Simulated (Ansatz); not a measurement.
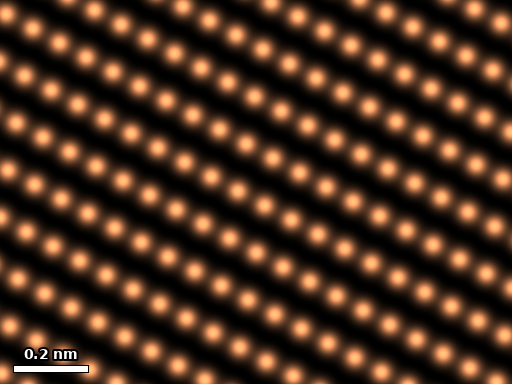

Map of the projected electrostatic potential of Cu. Computed as the sum of neutral-atom potentials (tabulated electron scattering factors, B = 0.5 Å²) projected along the beam and smoothed by 0.25 Å; brighter is more positive.

Question: Measure the repeat of the pattern.

Answer: The pattern repeats on a centred rectangular net of 0.8 × 2.5 Å.

Question: What is the plane group of the image?

Answer: c2mm: perpendicular mirror lines on a centred net, with further twofold points between them.

Question: How many columns does the smallest repeating cell hold, and how many levels of brightness?

Answer: 1 column in the primitive cell of 1.0 Å², all of one brightness.

The crystal is Cu (Fm-3m, No. 225) seen along [221]. Atomic positions: the geometry given to an electronic-structure calculation, possibly off equilibrium.
